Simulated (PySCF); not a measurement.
**[Ce(NH3)]3+: how settings move a single point**

Which settings matter for [Ce(NH3)]3+? Each run alters one on purpose. It is a constructed species; whether it can be made isn't addressed.

Computed with PySCF 2.14.0. Level: PBE0, Ce lcecp-1-SVP with ECP47, N def2-SVP, H def2-SVP; scalar-relativistic core potentials, no spin–orbit coupling.

3 further runs of the same task are left out: 2 for a known fault of the program, 1 that didn't finish.

## Step 1: Starting geometry

5 atoms, charge 3, spin multiplicity 1.

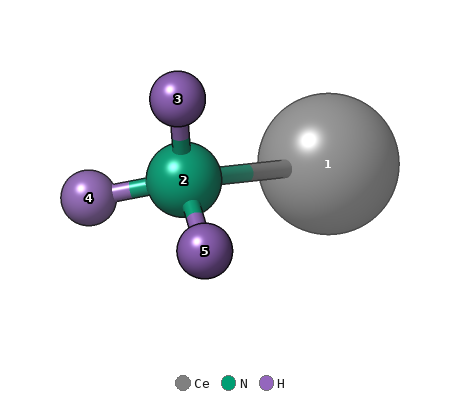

The structure; cerium grey, nitrogen teal, hydrogen purple; atoms are numbered from 1 in the order of the file.

Geometry (Å):

```xyz
5
CeH3N
Ce    0.0000    0.0000   -0.2030
N     0.0000    0.0000    2.2511
H     0.9398    0.0000    2.7077
H    -0.4700    0.8139    2.7077
H    -0.4699   -0.8139    2.7077
```

Formal oxidation states: Ce +3. Each metal's 1 4f electrons lie in its core potential, so multiplicities, spins and levels count the valence alone. An earlier session relaxed this geometry at PBE0, Ce lcecp-1-SVP with ECP47, N def2-SVP, H def2-SVP (singlet, point group C3v).

The sound run used a (50, 194) grid (finer on f atoms), a threshold of 1e-8 and at most 55 cycles, and ended at -87.418329 Eh.

## Step 2: Altered run 1

The input, run.py (the lines that set the calculation):

```python
mol = gto.M(atom='''
Ce     0.00000     0.00000    -0.20299
N      0.00000     0.00000     2.25109
H      0.93985     0.00004     2.70768
H     -0.46996     0.81392     2.70768
H     -0.46990    -0.81395     2.70768''',
    basis={'Ce': 'lcecp-1-SVP', 'N': 'def2-SVP', 'H': 'def2-SVP'},
    ecp={'Ce': 'lcecp-1-SVP'},
    charge=3, spin=0)
mf = dft.RKS(mol, xc='PBE0')
mf.grids.atom_grid = (50, 194)  # f atoms: unpruned, at least (60, 302)
mf = mf.density_fit()  # fitting sets: Ce AutoAux, N def2-universal-JKFIT, H def2-universal-JKFIT
mf.conv_tol = 1e-08; mf.max_cycle = 55
mf.kernel(dm0)  # dm0: smeared density
```

Command:

```console
> OMP_NUM_THREADS=2 python run.py
```

The program printed:

```text
init E= -87.4052916998037
  HOMO = -0.990974747187508  LUMO = -0.722273409821233  gap/eV = 7.31174
cycle= 1 E= -87.4181295725692  delta_E= -0.0128  |g|= 0.0249  |ddm|= 0.0375
  HOMO = -0.980740220741492  LUMO = -0.726509130085244  gap/eV = 6.91798
cycle= 2 E= -87.4179659241983  delta_E= 0.000164  |g|= 0.0391  |ddm|= 0.0676
  HOMO = -0.987026101108388  LUMO = -0.72519586621847  gap/eV = 7.12476
cycle= 3 E= -87.418327737914  delta_E= -0.000362  |g|= 0.00174  |ddm|= 0.0311
  HOMO = -0.987391975485945  LUMO = -0.724508581142079  gap/eV = 7.15342
cycle= 4 E= -87.4183289365572  delta_E= -1.2e-06  |g|= 0.000233  |ddm|= 0.00352
  HOMO = -0.987428308820583  LUMO = -0.724500384776042  gap/eV = 7.15463
cycle= 5 E= -87.4183289494136  delta_E= -1.29e-08  |g|= 3.71e-05  |ddm|= 0.000273
  HOMO = -0.987437168015134  LUMO = -0.724500312957546  gap/eV = 7.15488
cycle= 6 E= -87.4183289498645  delta_E= -4.51e-10  |g|= 7.77e-06  |ddm|= 5.46e-05
  HOMO = -0.987436828653973  LUMO = -0.724497867534652  gap/eV = 7.15493
Extra cycle  E= -87.4183289498776  delta_E= -1.3e-11  |g|= 5.84e-06  |ddm|= 1.79e-05
converged SCF energy = -87.4183289498776
```

Wall time 1.5 s (2 threads of Intel Xeon Platinum 8375C at 2.90GHz (Ice Lake), shared host).

Changed: the starting guess (smeared density). It converges in 6 cycles, at the sound run's energy within 0.001 eV, with a largest force component of 0.00 eV/Å. The result survives the change.

## Step 3: Altered run 2

Edit run.py (the lines that set the calculation) of step 2 so:

```diff
@@ -12,3 +12,3 @@
 mf = mf.density_fit()  # fitting sets: Ce AutoAux, N def2-universal-JKFIT, H def2-universal-JKFIT
-mf.conv_tol = 1e-08; mf.max_cycle = 55
-mf.kernel(dm0)  # dm0: smeared density
+mf.conv_tol = 1e-06; mf.max_cycle = 55
+mf.kernel(dm0)  # dm0: free metal ions and neutral atoms
```

Command:

```console
> OMP_NUM_THREADS=2 python run.py
```

The program printed:

```text
init E= -79.7139434916104
  HOMO = -1.51501092882972  LUMO = -0.92549476197703  gap/eV = 16.04155
cycle= 1 E= -85.3407720126495  delta_E= -5.63  |g|= 3.02  |ddm|= 2.76
cycle= 2 E= -76.3748854383596  delta_E= 8.97  |g|= 3.26  |ddm|= 5.02
  HOMO = -1.16189621347216  LUMO = -0.894691206609885  gap/eV = 7.27102
cycle= 3 E= -86.698320133287  delta_E= -10.3  |g|= 1.56  |ddm|= 4.81
  HOMO = -1.21959380650208  LUMO = -0.660270339361915  gap/eV = 15.21997
cycle= 4 E= -87.1808576880563  delta_E= -0.483  |g|= 0.949  |ddm|= 1.35
  HOMO = -0.985961728264975  LUMO = -0.734814927751647  gap/eV = 6.83405
cycle= 5 E= -87.4139602160504  delta_E= -0.233  |g|= 0.114  |ddm|= 0.994
  HOMO = -0.980209022708472  LUMO = -0.72390871876804  gap/eV = 6.97429
cycle= 6 E= -87.4180065483555  delta_E= -0.00405  |g|= 0.0349  |ddm|= 0.203
  HOMO = -0.986219299348953  LUMO = -0.725974446115505  gap/eV = 7.08162
cycle= 7 E= -87.418313197464  delta_E= -0.000307  |g|= 0.0073  |ddm|= 0.0388
  HOMO = -0.987347621921732  LUMO = -0.724601764999195  gap/eV = 7.14968
cycle= 8 E= -87.4183288449804  delta_E= -1.56e-05  |g|= 0.000597  |ddm|= 0.00827
  HOMO = -0.987411988051509  LUMO = -0.724489451441452  gap/eV = 7.15449
cycle= 9 E= -87.418328944026  delta_E= -9.9e-08  |g|= 0.000142  |ddm|= 0.000721
  HOMO = -0.987470522250263  LUMO = -0.724496408799395  gap/eV = 7.15589
Extra cycle  E= -87.418328941015  delta_E= 3.01e-09  |g|= 0.000195  |ddm|= 0.00028
converged SCF energy = -87.418328941015
```

Wall time 1.6 s (2 threads of Intel Xeon Platinum 8375C at 2.90GHz (Ice Lake), shared host).

Changed: the SCF threshold (1e-06). It converges in 9 cycles, at the sound run's energy within 0.001 eV, with a largest force component of 0.00 eV/Å. The result survives the change.

## Step 4: Altered run 3

Edit run.py (the lines that set the calculation) of step 3 so:

```diff
@@ -5,3 +5,3 @@
 H     -0.46996     0.81392     2.70768
-H     -0.46990    -0.81395     2.70768''',
+H     -0.12290    -0.21289     0.55831''',
     basis={'Ce': 'lcecp-1-SVP', 'N': 'def2-SVP', 'H': 'def2-SVP'},
@@ -12,3 +12,3 @@
 mf = mf.density_fit()  # fitting sets: Ce AutoAux, N def2-universal-JKFIT, H def2-universal-JKFIT
-mf.conv_tol = 1e-06; mf.max_cycle = 55
+mf.conv_tol = 1e-08; mf.max_cycle = 64
 mf.kernel(dm0)  # dm0: free metal ions and neutral atoms
```

Command:

```console
> OMP_NUM_THREADS=2 python run.py
```

The program printed:

```text
init E= -78.5862842729706
  HOMO = -1.6299025533231  LUMO = -0.903818995219221  gap/eV = 19.75774
cycle= 1 E= -82.8389861980123  delta_E= -4.25  |g|= 3.18  |ddm|= 3.96
cycle= 2 E= -70.5980776987934  delta_E= 12.2  |g|= 3.08  |ddm|= 6.54
  HOMO = -1.1786005722363  LUMO = -1.00933080378262  gap/eV = 4.60607
cycle= 3 E= -83.4077741954561  delta_E= -12.8  |g|= 2.71  |ddm|= 6.56
  HOMO = -1.33729182283448  LUMO = -0.882171160431942  gap/eV = 12.38446
cycle= 4 E= -83.6783300537333  delta_E= -0.271  |g|= 2.56  |ddm|= 0.99
  HOMO = -1.24602759008929  LUMO = -0.824076380225279  gap/eV = 11.48188
cycle= 5 E= -84.5554511526812  delta_E= -0.877  |g|= 1.82  |ddm|= 0.951
  HOMO = -0.967700672120063  LUMO = -0.908267573240224  gap/eV = 1.61726
cycle= 6 E= -85.4568678564025  delta_E= -0.901  |g|= 0.742  |ddm|=  1.6
  HOMO = -0.954973475572814  LUMO = -0.894078853763233  gap/eV = 1.65703
cycle= 7 E= -85.6100745271637  delta_E= -0.153  |g|= 0.26  |ddm|= 0.709
  HOMO = -0.944454794592357  LUMO = -0.878541351574714  gap/eV = 1.79360
cycle= 8 E= -85.6295149111232  delta_E= -0.0194  |g|= 0.0942  |ddm|= 0.362
  HOMO = -0.941944367884176  LUMO = -0.880813413828566  gap/eV = 1.66346
cycle= 9 E= -85.6328075758086  delta_E= -0.00329  |g|= 0.0811  |ddm|= 0.421
  HOMO = -0.942134609927464  LUMO = -0.8809305522736  gap/eV = 1.66545
cycle= 10 E= -85.6340179671279  delta_E= -0.00121  |g|= 0.065  |ddm|= 0.0942
  HOMO = -0.94480781353445  LUMO = -0.881149012044101  gap/eV = 1.73224
cycle= 11 E= -85.6356496260222  delta_E= -0.00163  |g|= 0.0285  |ddm|= 0.156
  HOMO = -0.947372504929209  LUMO = -0.880769289029931  gap/eV = 1.81237
cycle= 12 E= -85.6360464356211  delta_E= -0.000397  |g|= 0.0196  |ddm|= 0.177
  HOMO = -0.947294969238584  LUMO = -0.881277729829776  gap/eV = 1.79642
cycle= 13 E= -85.6361700845263  delta_E= -0.000124  |g|= 0.000838  |ddm|= 0.031
  HOMO = -0.947518850414202  LUMO = -0.881282654835271  gap/eV = 1.80238
cycle= 14 E= -85.6361715264883  delta_E= -1.44e-06  |g|= 0.000286  |ddm|= 0.014
  HOMO = -0.947463227343025  LUMO = -0.881295863892788  gap/eV = 1.80051
cycle= 15 E= -85.6361715466599  delta_E= -2.02e-08  |g|= 0.000161  |ddm|= 0.00314
  HOMO = -0.947492387619125  LUMO = -0.881289155832654  gap/eV = 1.80148
cycle= 16 E= -85.6361715761763  delta_E= -2.95e-08  |g|= 2.79e-05  |ddm|= 0.00182
  HOMO = -0.94748759368423  LUMO = -0.88129246391599  gap/eV = 1.80126
cycle= 17 E= -85.6361715769798  delta_E= -8.03e-10  |g|= 5.1e-06  |ddm|= 0.000262
  HOMO = -0.947487604009261  LUMO = -0.88129125538121  gap/eV = 1.80129
Extra cycle  E= -85.6361715769543  delta_E= 2.55e-11  |g|= 1.18e-05  |ddm|= 2.87e-05
converged SCF energy = -85.6361715769543
```

Run time: 1.9 s. Hardware: 2 threads of Intel Xeon Platinum 8375C at 2.90GHz (Ice Lake), shared host.

Changed: one atom's place (atom 5 put 0.8 Å from the metal); the cycle limit is 64. It converges in 17 cycles, +48.495 eV from the sound run, with a largest force component of 159.88 eV/Å. The setting is unsound, so these numbers aren't the compound's.

## Step 5: Altered run 4

The input, run.py (the lines that set the calculation):

```python
mol = gto.M(atom='''
Ce     0.00000     0.00000    -0.20299
N      0.00000     0.00000     2.25109
H      0.93985     0.00004     2.70768
H     -0.46996     0.81392     2.70768
H     -0.46990    -0.81395     2.70768''',
    basis={'Ce': 'lcecp-1-SVP', 'N': 'def2-SVP', 'H': 'def2-SVP'},
    ecp={'Ce': 'lcecp-1-SVP'},
    charge=3, spin=0)
mf = dft.RKS(mol, xc='PBE0')
mf.grids.atom_grid = (30, 86)  # f atoms: unpruned
mf = mf.density_fit()  # fitting sets: Ce AutoAux, N def2-universal-JKFIT, H def2-universal-JKFIT
mf.conv_tol = 1e-08; mf.max_cycle = 55
mf.kernel(dm0)  # dm0: free metal ions and neutral atoms
```

Command:

```console
> OMP_NUM_THREADS=2 python run.py
```

The program printed:

```text
init E= -79.7132701938305
  HOMO = -1.51501607164668  LUMO = -0.925390997192687  gap/eV = 16.04452
cycle= 1 E= -85.3403152732092  delta_E= -5.63  |g|= 3.02  |ddm|= 2.76
cycle= 2 E= -76.3747760759141  delta_E= 8.97  |g|= 3.26  |ddm|= 5.02
  HOMO = -1.16189924134421  LUMO = -0.894578404159137  gap/eV = 7.27417
cycle= 3 E= -86.6980511869939  delta_E= -10.3  |g|= 1.56  |ddm|= 4.81
  HOMO = -1.2197083982143  LUMO = -0.660304975650745  gap/eV = 15.22214
cycle= 4 E= -87.1804461659999  delta_E= -0.482  |g|= 0.948  |ddm|= 1.35
  HOMO = -0.986070789016555  LUMO = -0.734900761646851  gap/eV = 6.83468
cycle= 5 E= -87.4133793391953  delta_E= -0.233  |g|= 0.114  |ddm|= 0.993
  HOMO = -0.980346706266733  LUMO = -0.724010524479583  gap/eV = 6.97526
cycle= 6 E= -87.417428458605  delta_E= -0.00405  |g|= 0.0349  |ddm|= 0.203
  HOMO = -0.986360385506707  LUMO = -0.726073765558199  gap/eV = 7.08276
cycle= 7 E= -87.4177346023476  delta_E= -0.000306  |g|= 0.00726  |ddm|= 0.0388
  HOMO = -0.987479580443814  LUMO = -0.724701291130606  gap/eV = 7.15056
cycle= 8 E= -87.4177501071375  delta_E= -1.55e-05  |g|= 0.000596  |ddm|= 0.00824
  HOMO = -0.98754318318532  LUMO = -0.724589934716973  gap/eV = 7.15532
cycle= 9 E= -87.4177502057514  delta_E= -9.86e-08  |g|= 0.000143  |ddm|= 0.000719
  HOMO = -0.987568636743433  LUMO = -0.724599125441857  gap/eV = 7.15576
cycle= 10 E= -87.4177502116245  delta_E= -5.87e-09  |g|= 3.96e-06  |ddm|= 0.000143
  HOMO = -0.987568055040342  LUMO = -0.724598871514979  gap/eV = 7.15576
Extra cycle  E= -87.4177502116324  delta_E= -7.94e-12  |g|= 2.08e-06  |ddm|= 7.5e-06
converged SCF energy = -87.4177502116324
```

Wall time 1.1 s (2 threads of Intel Xeon Platinum 8375C at 2.90GHz (Ice Lake), shared host).

Changed: the integration grid, to (30, 86). It converges in 10 cycles, +0.016 eV from the sound run, with a largest force component of 0.06 eV/Å. The setting is unsound, so these numbers aren't the compound's.

## Step 6: Results

| run | changed | ending | energy change (eV) | cycles | time | usable |
| --- | --- | --- | --- | --- | --- | --- |
| 1 | the starting guess | converged | 0.000 | 6 | 1.5 s | yes |
| 2 | the SCF threshold | converged | 0.000 | 9 | 1.6 s | yes |
| 3 | one atom's place | converged | +48.495 | 17 | 1.9 s | no |
| 4 | the integration grid | converged | +0.016 | 10 | 1.1 s | no |

2 of 4 altered runs give a usable result. 2 ended normally with numbers unfit to quote.
